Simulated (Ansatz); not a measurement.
**VMo₃Se₈: density, localisation and related maps**

Input file:

```
crystal:
  lattice:
    - [3.3250714939, 0.0, 0.0]
    - [-1.6625357469, 2.8795963831, 0.0]
    - [0.0, 0.0, 29.8224189577]
  atoms:
    - { symbol: V, position: [0.3333333333, 0.6666666667, 0.0], spin: 1.0 }
    - { symbol: Mo, position: [0.6666666667, 0.3333333333, 0.2469929009] }
    - { symbol: Mo, position: [0.6666666667, 0.3333333333, 0.7530070991] }
    - { symbol: Mo, position: [0.3333333333, 0.6666666667, 0.5] }
    - { symbol: Se, position: [0.3333333333, 0.6666666667, 0.302905764] }
    - { symbol: Se, position: [0.3333333333, 0.6666666667, 0.80891754] }
    - { symbol: Se, position: [0.6666666667, 0.3333333333, 0.0537186313] }
    - { symbol: Se, position: [0.6666666667, 0.3333333333, 0.5559118465] }
    - { symbol: Se, position: [0.3333333333, 0.6666666667, 0.19108246] }
    - { symbol: Se, position: [0.3333333333, 0.6666666667, 0.697094236] }
    - { symbol: Se, position: [0.6666666667, 0.3333333333, 0.9462813687] }
    - { symbol: Se, position: [0.6666666667, 0.3333333333, 0.4440881535] }
basis:
  ecutwfc: 420
kpoints:
  mp_grid: { grid: [12, 12, 2] }
  band_path:
    path:
      - [[0.0, 0.0, 0.0], [0.5, 0.0, 0.0], [0.33333333, 0.33333333, 0.0], [0.0, 0.0, 0.0], [0.0, 0.0, 0.5], [0.5, 0.0, 0.5], [0.33333333, 0.33333333, 0.5], [0.0, 0.0, 0.5]]
      - [[0.5, 0.0, 0.5], [0.5, 0.0, 0.0]]
      - [[0.33333333, 0.33333333, 0.5], [0.33333333, 0.33333333, 0.0]]
    npoints: 10
hamiltonian:
  xc: pbe
scf:
  occupations: { method: gaussian, width: 0.1 }
  n_extra_bands: 30
output:
  forces: true
  stress: true
  eigenvalues: true
  populations: true
  dos: { projected: true, de: 0.02, nscf_kmesh: { grid: [15, 15, 3] } }
  bader: false
  write_density: true
  write_potential: true
  elf: true
  volumetric_format: npy
magnetization:
  spin_polarized: true
checkpoint:
  read: start.run
  write: ck
  compress: false
  write_wavefunctions: false
  write_every: 100000
```

Launched as:

```sh
ansatz run input.yaml --threads 4 --pin off --max-ram 8192MiB --backend cpu --events-out ev --progress --plain --runs-dir out
```

Below, planes, directions and counts refer to the conventional cell (a = 3.33 Å, b = 3.33 Å, c = 29.82 Å, α = 90.00°, β = 90.00°, γ = 120.00°).

Space group P-6m2; a structure generated by program, which may or may not match a known phase; spin-polarised.

Level of theory: DFT PBE, scalar-relativistic, plane waves, PAW in Ansatz 0.2.0.

The density is the valence pseudo-density of a PAW calculation; it isn't the true density close to the nuclei.

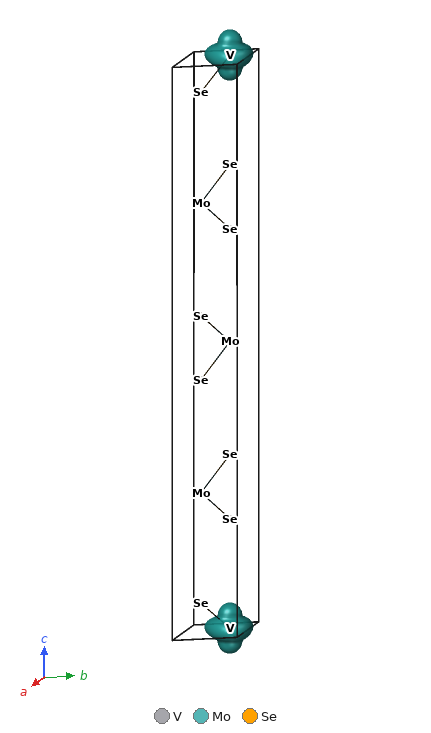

Figure 1. Isosurface of the magnetisation density (up minus down) at +0.04 e/Å³ (teal), seen slightly off an axis. Sticks mark near contacts.

Question: Which atoms carry the moments, and with what signs?

Answer: The spin density sits on V: +0.9 μB in one cell of 12 atoms, with smaller moments on other sites: Se (up to −0.05 μB): parallel main moments, as they must be, since the calculation's own cell holds one magnetic site. The cell of the calculation (12 atoms) carries 1.0 μB of net spin moment.

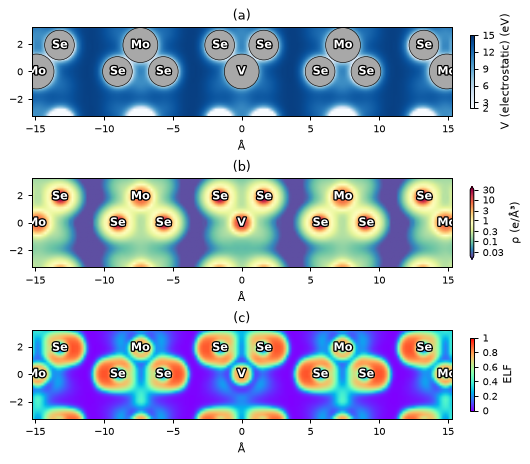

Figure 2. (a) electrostatic potential (local pseudopotential plus Hartree) felt by an electron; (b) valence charge density (pseudo); (c) ELF on the (110) plane of the conventional cell. Grey discs cover the atomic cores in the potential map.

Question: Describe what can be read from this map.

Answer:
- The plane passes through V, Mo and Se nuclei.
- V–Se (2.50 Å): ρ at the midpoint is about 0.47 e/Å³; the ELF is about 0.60 at the midpoint.
- Mo–Se (2.54 Å): the density is about 0.52 e/Å³ at the midpoint; the ELF is about 0.50 at the midpoint.
- Between the atoms the lowest density in this plane is 0.004 e/Å³.
- The features right at V and Mo lie inside the PAW spheres, where the map follows smoothed inner orbitals and isn't to be read closely.
- Outside the cores the potential energy rises away from the atoms and is highest about 2.4 Å from the nearest atoms; its zero is arbitrary.

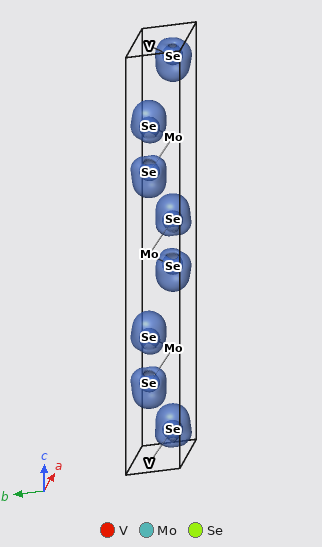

Figure 3. Isosurface of the ELF at 0.7 (blue), seen at an oblique angle. Only the valence region is drawn (cores and ρ < 0.01 e/Å³ removed). Sticks mark near contacts.

Question: Where are the electrons localised?

Answer: The surface consists of eight regions wrapped around Se (the valence shell of each), counted in one cell of 12 atoms. Any copies at cell faces, edges or corners count once.
